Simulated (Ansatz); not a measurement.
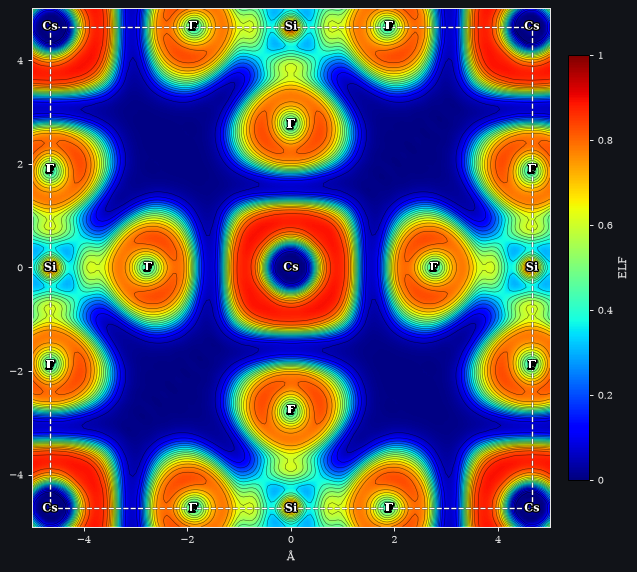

Cs3SiF6. Electron localisation function on the (010) plane of the conventional cell.

Space group Fm-3m; built by placing these elements on a known structure type; not relaxed (largest force 0.5 eV/Å); computed pressure about 3 GPa in this cell; computed without spin polarisation.

Computed with Ansatz 0.2.0, DFT, PAW plane waves, PBE.

What do the fields say about this system?

Answer. The plane passes through Cs, Si and F nuclei.
Si–F (1.89 Å): the ELF peaks at about 0.80 in the valence shell of F, 0.6 Å from its nucleus, and is about 0.60 at the midpoint.
Cs–F (2.76 Å): the ELF is about 0.20 at the midpoint and 0.05 at its lowest between the atoms: no shared electron pair shows on this line.
The features right at Cs lie inside the PAW spheres, where the map follows smoothed inner orbitals and isn't to be read closely.
